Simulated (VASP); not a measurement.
Band structure of CuZn (space group Pm-3m). All values below come from PBE GGA, VASP's PBE PAW potentials (set 64) (plane waves; VASP 6.6.1).

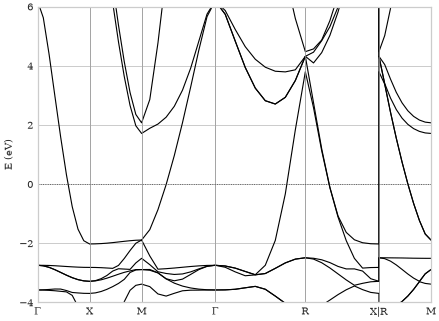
Figure: Bands along high-symmetry lines, zero at the valence-band maximum or, without a gap, the Fermi level

Q: Read the plot: is there a gap, and where are the band edges?

A: It has no gap at this level: it comes out as a metal or semimetal.

The structure is a typed CuZn crystal (Pm-3m). The cell was not relaxed at this level. The electron count is odd and the run is not spin-polarised, which forces a metal.
